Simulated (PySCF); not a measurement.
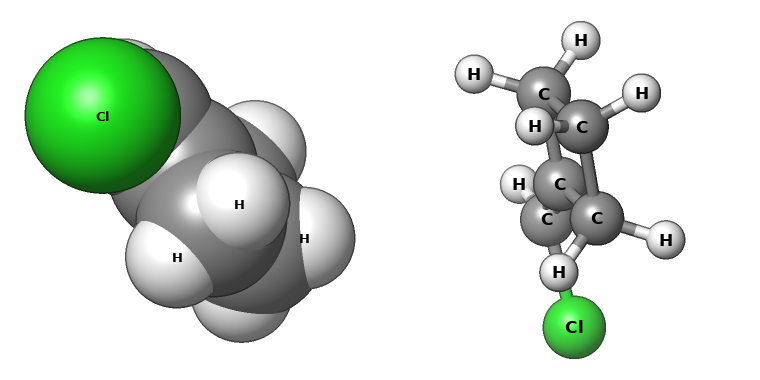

Both panels show the same species.

The geometry was computed by an optimisation with PBE0-D3(BJ)/def2-SVP. No frequency run is at hand to confirm it as a minimum.

> Count the atoms of each element.

C₅H₇Cl, 13 atoms: 5 carbon, 7 hydrogen and 1 chlorine.

> Does it have rings?

Independent rings (smallest set): 1 of 4 members.

The parts below concern this one geometry. Atoms keep their numbers from picture to picture.

Geometry

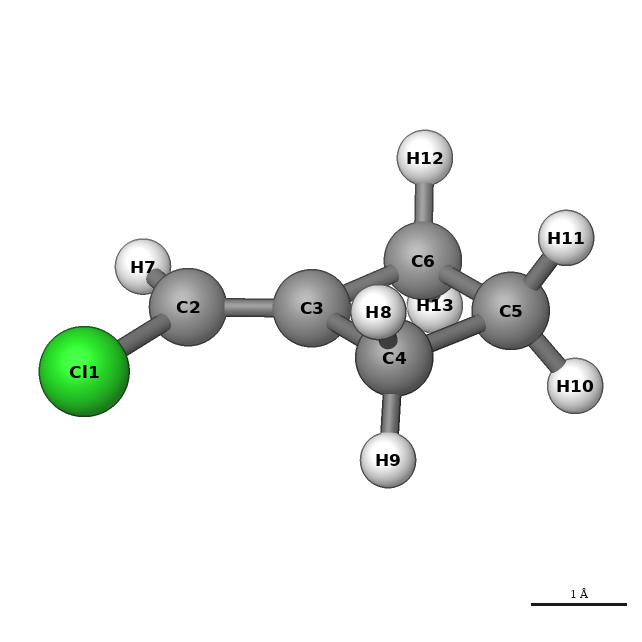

Atoms carry their numbers in the input. No frequency run is at hand to confirm it as a minimum.

Give the bond lengths.

```tsv
bond	length (Å)	order
Cl1–C2	1.731	single
C2–C3	1.329	double
C2–H7	1.092	single
C3–C4	1.507	single
C3–C6	1.514	single
C4–C5	1.550	single
C4–H8	1.102	single
C4–H9	1.102	single
C5–C6	1.551	single
C5–H10	1.099	single
C5–H11	1.099	single
C6–H12	1.102	single
C6–H13	1.102	single
```

Levels of theory compared

No frequency run is at hand to confirm it as a minimum. Program: PySCF 2.14.0.

Tabulate HOMO–LUMO gap (eV) at these levels: BLYP/pcSseg-1; BP86/pcSseg-1; LDA/pcSseg-1; OPBE/pcSseg-1; PBE/pcSseg-1.

```csv
level,HOMO–LUMO gap (eV)
BLYP/pcSseg-1,4.66
BP86/pcSseg-1,4.70
LDA/pcSseg-1,4.62
OPBE/pcSseg-1,4.73
PBE/pcSseg-1,4.68
```

NMR shielding

The questions are on isotropic NMR shieldings of the H atoms. No frequency run is at hand to confirm it as a minimum. Properties computed with GIAO HF/pcSseg-1 NMR shielding, non-relativistic, gas phase (PySCF 2.14.0).

Give the isotropic NMR shieldings of the H atoms atom by atom.

| atom | σ (ppm) |
| --- | --- |
| H7 | 25.96 |
| H8 | 28.99 |
| H9 | 28.99 |
| H10 | 29.74 |
| H11 | 29.74 |
| H12 | 29.03 |
| H13 | 29.03 |

Dipole moment

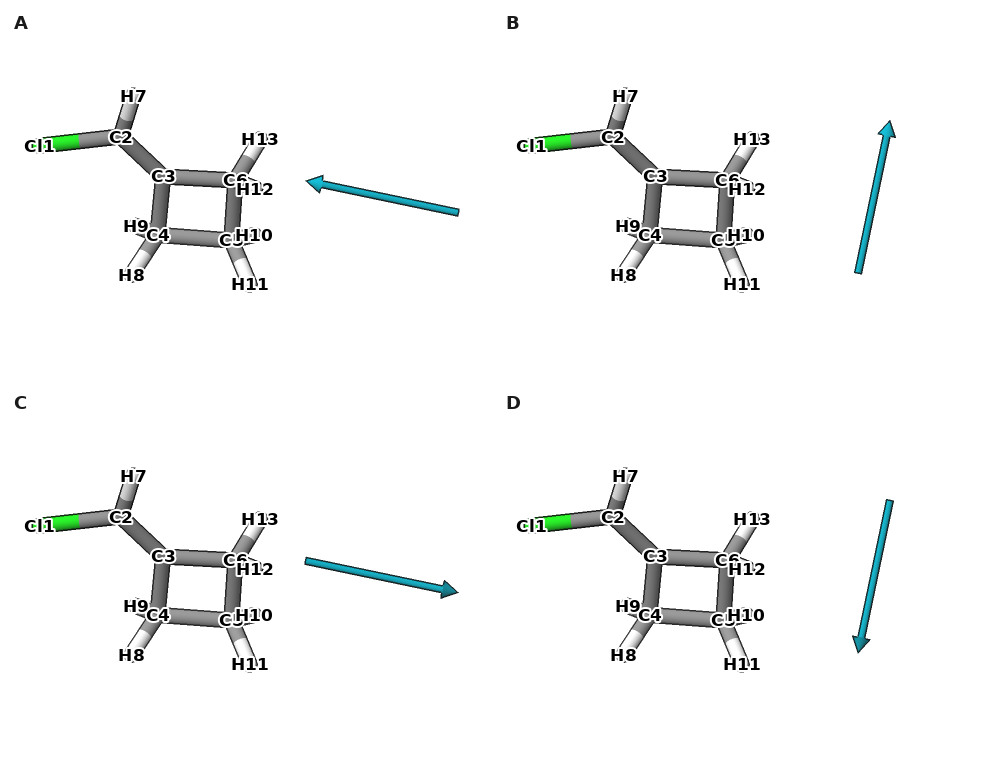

The same molecule four times, each with an arrow. No frequency run is at hand to confirm it as a minimum. Properties computed with LDA/pcSseg-1, gas phase (PySCF 2.14.0).

> Which arrow points along the dipole moment, from the negative to the positive end?

C. The dipole moment is 2.00 D; it points from the side of Cl1 to the side of H10, H11 (the outermost atoms at the two ends).
